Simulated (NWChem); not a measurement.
**One shape, several levels: S2 (sulfur dimer)**

We compute a comparison of 6 runs (U-wB97X/cc-pVTZ, UB2PLYP/cc-pVTZ, UBHLYP/cc-pVTZ, UCAM-B3LYP/cc-pVTZ, UM06-2X/cc-pVTZ, UMP3/cc-pVTZ) of S2 (sulfur dimer). 

The calculation is run with NWChem 7.3.0.

## (1) The system as given

The species is S2 (2 atoms), meant as a triplet with charge 0. As SMILES, `S=S`. The bond length is the measured one.

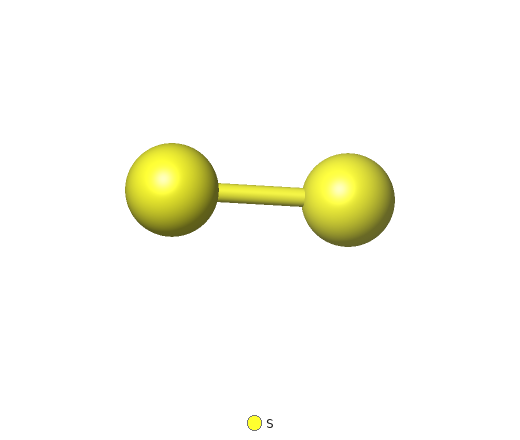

Viewed from a chosen angle; sulfur yellow.

## (2) Energy and gradient at U-wB97X/cc-pVTZ (run 1)

The input, m1.nw:

```
start m1
memory total 2200 mb

geometry units au noautosym nocenter noautoz
  S    0.00000000   0.00000000   0.00000000
  S    0.00000000   0.00000000   3.57007059
end

basis spherical bse
  * library cc-pVTZ
end

dft
  xc wb97x
  mult 3
  grid xfine
  convergence energy 1e-08
  iterations 100
  mulliken
  print low
end

task dft gradient
```

Command:

```bash
nwchem m1.nw > m1.out
```

Log:

```text
[...]
 d= 0,ls=0.0,diis     1   -796.3620946279 -8.68D+02  3.31D-03  8.92D-02     3.6
[...]
 d= 0,ls=0.0,diis     8   -796.3893518586 -3.62D-09  2.00D-07  6.04D-11    25.3
[...]
         Total DFT energy =     -796.389351858589
      One electron energy =    -1242.119977622801
           Coulomb energy =      425.337391937264
    Exchange-Corr. energy =      -51.314031770845
 Nuclear repulsion energy =       71.707265597793
[...]
      Total Density - Mulliken Population Analysis
     ---------------------------------------------
    Atom       Charge   Shell Charges
 -----------   ------   -------------------------------------------------------
    1 S   16    16.00   2.00  1.85  0.23  1.15  0.66  5.80  0.86  2.28  1.03  0.03  0.09  0.01
    2 S   16    16.00   2.00  1.85  0.23  1.15  0.66  5.80  0.86  2.28  1.03  0.03  0.09  0.01
[...]
      <S2> =      2.0151 (Exact =     2.0000)
[...]
                         DFT ENERGY GRADIENTS
    atom               coordinates                        gradient
                 x          y          z           x          y          z
   1 S       0.000000   0.000000   0.000000   -0.000000   0.000000  -0.004565
   2 S       0.000000   0.000000   3.570071    0.000000  -0.000000   0.004565
 Task  times  cpu:       40.6s     wall:       40.6s
 Total times  cpu:       40.6s     wall:       40.6s
```

Run time: 41 s. Hardware: 1 thread of Intel Xeon 6975P-C (Granite Rapids), shared host; peak memory 0.13 GiB.

## (3) A single-point energy at UB2PLYP/cc-pVTZ (run 2)

The input, struct.nw:

```
START struct
TITLE "S2 energy"
memory 2200 mb

GEOMETRY units angstroms noautosym nocenter noautoz
  S        0.000000       0.000000       0.000000
  S        0.000000       0.000000       1.889200
END

BASIS spherical bse
  * library cc-pVTZ
END

DFT
  xc hfexch 0.53 becke88 0.47 lyp 0.73 mp2 0.27
  dftmp2 semidirect
  mult 3
  grid xfine
  convergence energy 1e-08
  iterations 100
  mulliken
  print medium
END

MP2
  freeze core 10
END

TASK dft
```

Command:

```bash
nwchem struct.nw > struct.out
```

Log:

```text
[...]
          Wavefunction type:  spin polarized.
          No. of atoms     :     2
          No. of electrons :    32
[...]
          Charge           :     0
          Spin multiplicity:     3
[...]
          AO basis - number of functions:    68
[...]
              XC Information
              --------------
                     Hartree-Fock (Exact) Exchange  0.530
                    Becke 1988 Exchange Functional  0.470
              Lee-Yang-Parr Correlation Functional  0.730
[...]
 d= 0,ls=0.0,diis     1   -796.0242767273 -8.68D+02  3.07D-03  5.21D-02     2.9
[...]
 d= 0,ls=0.0,diis     8   -796.0471073930 -4.56D-09  3.85D-07  3.08D-10    16.1
[...]
         Total DFT energy =     -796.047107392990
      One electron energy =    -1242.054453436538
           Coulomb energy =      425.289740532013
    Exchange-Corr. energy =      -50.989665155373
 Nuclear repulsion energy =       71.707270666908
[...]
      Total Density - Mulliken Population Analysis
     ---------------------------------------------
    Atom       Charge   Shell Charges
 -----------   ------   -------------------------------------------------------
    1 S   16    16.00   2.00  1.87  0.22  1.17  0.64  5.80  0.84  2.26  1.06  0.03  0.09  0.01
    2 S   16    16.00   2.00  1.87  0.22  1.17  0.64  5.80  0.84  2.26  1.06  0.03  0.09  0.01
[...]
      <S2> =      2.0212 (Exact =     2.0000)
[...]
  Basis functions       =     68
[...]
```

Run time: 23 s. Hardware: 1 thread of Intel Xeon 6975P-C (Granite Rapids), shared host; peak memory 0.13 GiB.

Run 3 isn't shown in full; the table further down has it.

## (4) Energy and forces at UCAM-B3LYP/cc-pVTZ (run 4)

The input, s2.nw:

```
start s2
title "S2 gradient"
memory stack 880 mb heap 220 mb global 1100 mb
geometry noautosym nocenter noautoz
  S      0.000000     0.000000     0.000000
  S      0.000000     0.000000     1.889200
end
basis spherical bse
  * library cc-pVTZ
end
dft
  xc xcamb88 1.00 lyp 0.81 vwn_5 0.19 hfexch 1.00
  cam 0.33 cam_alpha 0.19 cam_beta 0.46
  mult 3
  grid xfine
  convergence energy 1e-08
  direct
  maxiter 100
  mulliken
end
task dft gradient
```

Command:

```bash
nwchem s2.nw > s2.out
```

Log:

```text
[...]
          Wavefunction type:  spin polarized.
          No. of atoms     :     2
          No. of electrons :    32
[...]
          Charge           :     0
          Spin multiplicity:     3
[...]
          AO basis - number of functions:    68
[...]
              XC Information
              --------------
                     Hartree-Fock (Exact) Exchange  1.000
                   CAM-Becke88 Exchange Functional  1.000
                      VWN V Correlation Functional  0.190 local
              Lee-Yang-Parr Correlation Functional  0.810
[...]
 d= 0,ls=0.0,diis     1   -796.3936165208 -8.68D+02  3.38D-03  1.11D-01     3.5
[...]
 d= 0,ls=0.0,diis     8   -796.4221807048 -2.08D-09  1.71D-07  9.02D-11    23.6
[...]
         Total DFT energy =     -796.422180704834
      One electron energy =    -1242.118652349477
           Coulomb energy =      425.328763718650
    Exchange-Corr. energy =      -51.339562740914
 Nuclear repulsion energy =       71.707270666908
[...]
      Total Density - Mulliken Population Analysis
     ---------------------------------------------
    Atom       Charge   Shell Charges
 -----------   ------   -------------------------------------------------------
    1 S   16    16.00   2.00  1.85  0.25  1.15  0.65  5.79  0.88  2.23  1.06  0.03  0.09  0.01
    2 S   16    16.00   2.00  1.85  0.25  1.15  0.65  5.79  0.88  2.23  1.06  0.03  0.09  0.01
[...]
      <S2> =      2.0124 (Exact =     2.0000)
[...]
  wavefunction    = open shell
[...]
                         DFT ENERGY GRADIENTS
    atom               coordinates                        gradient
                 x          y          z           x          y          z
   1 S       0.000000   0.000000   0.000000   -0.000000   0.000000   0.002810
   2 S       0.000000   0.000000   3.570070    0.000000  -0.000000  -0.002810
[...]
```

Wall time 40 s (1 thread of Intel Xeon 6975P-C (Granite Rapids), shared host); peak memory 0.13 GiB.

Run 5 isn't shown in full; the table further down has it.

## (5) A single-point energy at UMP3/cc-pVTZ (run 6)

The input, nw.xyz:

```xyz
2

S      0.000000     0.000000     0.000000
S      0.000000     0.000000     1.889200
```

The input, run.py:

```python
from ase.io import read
from ase.calculators.nwchem import NWChem

molecule = read('nw.xyz')

calc = NWChem(
    label='nw',
    theory='tce',
    memory='2200 mb',
    basis='cc-pVTZ',
    basispar='spherical bse',
    scf={'nopen': '2', 'uhf': None, 'thresh': '1e-08', 'maxiter': '80'},
    tce={'scf': None, 'mbpt3': None, 'freeze': 'core 10', 'maxiter': '60'},
    task='energy',
)
molecule.calc = calc

print("Total energy (eV):", round(molecule.get_potential_energy(), 6))
```

Command:

```bash
export ASE_NWCHEM_COMMAND="nwchem PREFIX.nwi > PREFIX.nwo"
python run.py
```

Log:

```text
Total energy (eV): -21644.907296
```

The calculator wrote nw.nwi:

```
title "nw"

permanent_dir nw

scratch_dir nw

start nw

geometry units angstrom nocenter noautosym noautoz
  S  0.0000000000000000e+00 0.0000000000000000e+00 0.0000000000000000e+00
  S  0.0000000000000000e+00 0.0000000000000000e+00 1.8892000000000000e+00
end

memory 2200 mb

basis spherical bse noprint
   * library cc-pVTZ
end

scf
  nopen 2
  uhf
  thresh 1e-08
  maxiter 80
end
tce
  scf
  mbpt3
  freeze core 10
  maxiter 60
end

task tce energy
```

nw.nwo:

```text
Northwest Computational Chemistry Package (NWChem) 7.3.0
             --------------------------------------------------------

           Job information
           ---------------

    nwchem branch   = 7.3.0
    use scalapack   = T
    input           = nw.nwi
    prefix          = nw.
    data base       = nw/nw.db
    status          = startup
    nproc           =        1

           Memory information
           ------------------

[... 5 lines left out ...]
    hardfail = no
[... 98 lines left out ...]
         Quadratically convergent UHF
[... 16 lines left out ...]
         Total SCF energy =   -795.096663267698
[... 2 lines left out ...]
 Nuclear repulsion energy =     71.707270666908
[... 71 lines left out ...]
                    UHF Final Alpha Molecular Orbital Analysis
[... 545 lines left out ...]
 MBPT(2) total energy / hartree       =      -795.408774059820530
[... 1 line left out ...]
 MBPT(3) iterations
 --------------------------------------------------------
 Iter          Residuum       Correlation     Cpu    Wall
 --------------------------------------------------------
    1   0.1598202518963   0.0000000000000     0.1     0.1
    2   0.0000000000129  -0.0269040845136     0.1     0.1
 --------------------------------------------------------
 Iterations converged
 MBPT(3) correlation energy / hartree =        -0.026904084513624
 MBPT(3) total energy / hartree       =      -795.435678144334133

 Task  times  cpu:       33.0s     wall:       33.0s
 Total times  cpu:       33.1s     wall:       33.1s
```

Run time: 34 s. Hardware: 1 thread of Intel Xeon 6975P-C (Granite Rapids), shared host; peak memory 0.55 GiB.

## (6) Overview of the runs

```tsv
run	level	task	frozen core orbitals	energy (Eh)	⟨S²⟩	largest force (eV/Å)	wall time
1	U-wB97X/cc-pVTZ	gradient	–	-796.389352	2.015	0.235	41 s
2	UB2PLYP/cc-pVTZ	energy	10	-796.153616	2.021	–	23 s
3	UBHLYP/cc-pVTZ	gradient	–	-796.400220	2.018	0.069	22 s
4	UCAM-B3LYP/cc-pVTZ	gradient	–	-796.422181	2.012	0.144	40 s
5	UM06-2X/cc-pVTZ	gradient	–	-796.366036	2.011	0.118	26 s
6	UMP3/cc-pVTZ	energy	10	-795.435678	2.052	–	34 s
```

## (7) Summary of results

```
                                                         quantity          value
                                              run 6: total energy  -795.43568 Eh
run 6: HOMO energy (Hartree–Fock orbitals) (highest over α and β)      -10.33 eV
 run 6: LUMO energy (Hartree–Fock orbitals) (lowest over α and β)        0.33 eV
              run 6: correlation energy (10 core orbitals frozen)     -339.0 mEh
                         run 6: ⟨S²⟩ of the reference determinant          2.052
```

What this shows: Totals of different functionals can't be ranked against each other. All runs together took 3.1 min, the longest 41 s.
